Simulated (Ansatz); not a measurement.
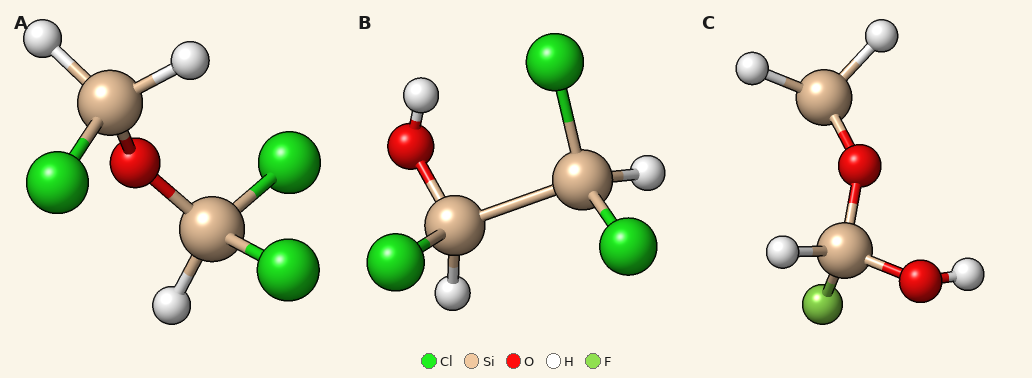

Simulated data, not a measurement (program: Ansatz).

Question: Match each picture to its SMILES.
(1) O[Si@H](F)O[SiH2]
(2) Cl[SiH2]O[SiH](Cl)Cl
(3) O[Si@H](Cl)[SiH](Cl)Cl

Answer: A is (2), B is (3), C is (1).
